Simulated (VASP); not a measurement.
Band structure of SnO2 (rutile). Method: revPBE GGA, VASP's PBE PAW potentials (set 64) (plane waves; VASP).

Unless said otherwise, spin-orbit coupling is left out, though it shifts the bands of the heavy elements here.

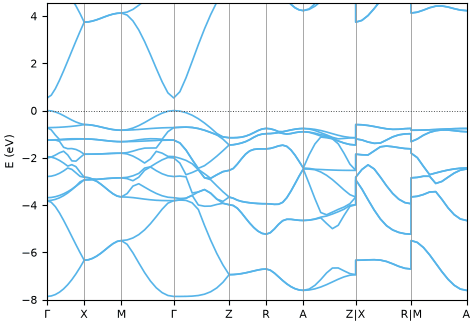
Fig. 1. Bands along high-symmetry lines, zero at the valence-band maximum or, without a gap, the Fermi level

Read the plot: is there a gap, and where are the band edges?

The gap is direct, 0.53 eV, from the valence maximum at Γ to the conduction minimum at Γ. (Edges off the drawn lines would not show.)

The compound is SnO2 in the rutile structure. It was relaxed first, which changed the volume by +7 %.
